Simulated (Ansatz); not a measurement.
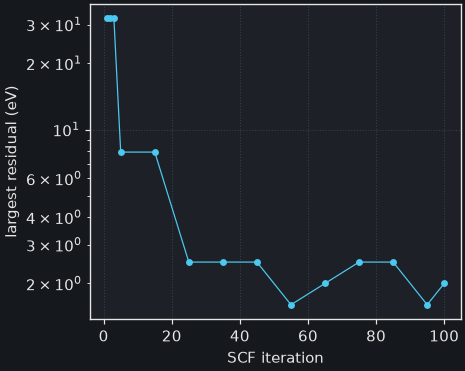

The plot shows the SCF iterations of a calculation: largest residual. Only some iterations were kept.

The run: Ga₈O₁₁ (P1, 19 atoms in the cell, total charge +2), by Ansatz development build ahead of 0.2.0, DFT, PBE, norm-conserving potentials, plane waves, scalar-relativistic; cutoff 1240 eV, 1×1×1 k-mesh, fixed occupations.
Setting under test: default search for lower states.

Was self-consistency reached?

Not converged after 100 iterations. The residual stalls around 2 from about step 25 on.

What is the residual at the start and at the end?

It starts near 30 and ends near 2 eV.
